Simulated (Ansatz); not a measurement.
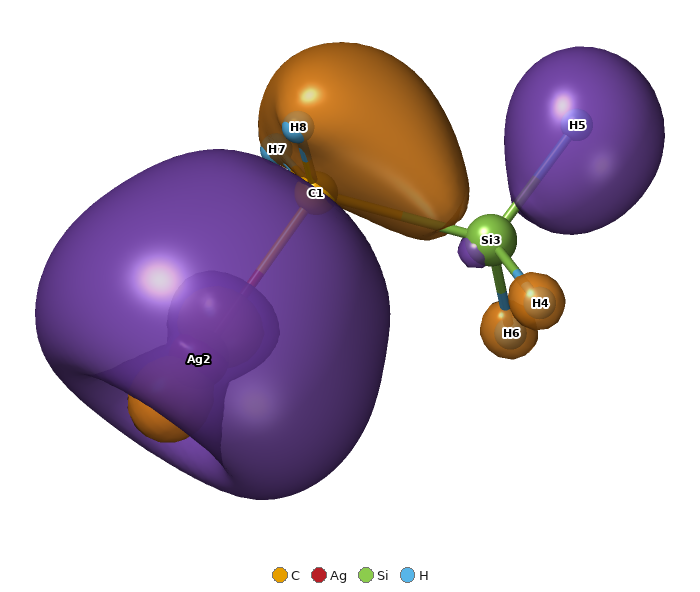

CH5AgSi. One frontier orbital at ±0.08 Å⁻³ᐟ² (orange and purple are the two phases), seen across its widest extent.

Geometry: B3LYP-D3(BJ)/def2-SVP; core potentials replace the inner electrons of Ag.

All numbers below come from Ansatz 0.2.0, isolated molecule in a Gaussian basis; Kohn-Sham density functional theory, functional PBE0.

```xyz
8

C     0.2271   -0.6801   -0.4235
Ag   -1.5167   -0.6432   -1.6294
Si    1.0297    1.0071   -0.3638
H     1.4320    1.4628   -1.7290
H     2.2690    1.0130    0.4846
H     0.1014    2.0275    0.2108
H    -0.1114   -1.0295    0.5642
H     0.8747   -1.4477   -0.8745
```

Which orbital is it: HOMO or LUMO?

Answer. The HOMO, at −6.46 eV. Its weight (Hirshfeld) is mainly on Ag2 (about 50 %), C1 (about 30 %) and Si3 (about 10 %).
